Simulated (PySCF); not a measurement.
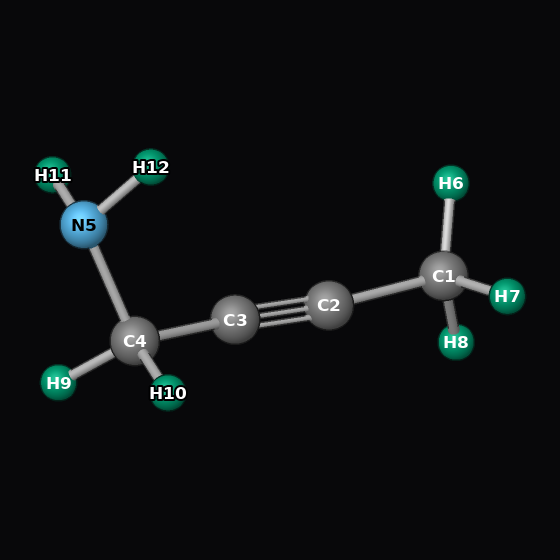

The questions are on isotropic NMR shieldings of the C atoms. Geometry: a frame of a GFN2-xTB molecular-dynamics simulation, not a minimum. Method: GIAO PBE0/pcSseg-1 NMR shielding, non-relativistic, gas phase (PySCF 2.14.0).

Which C atom is the most shielded (lowest chemical shift)?

C1 (181.4 ppm).

Which C atom is the least shielded (highest chemical shift)?

C3 (100.9 ppm).

How wide is the range of C shifts?

80.5 ppm.

Give the isotropic NMR shieldings of the C atoms atom by atom.

```csv
atom,σ (ppm)
C1,181.4
C2,101.2
C3,100.9
C4,151.0
```
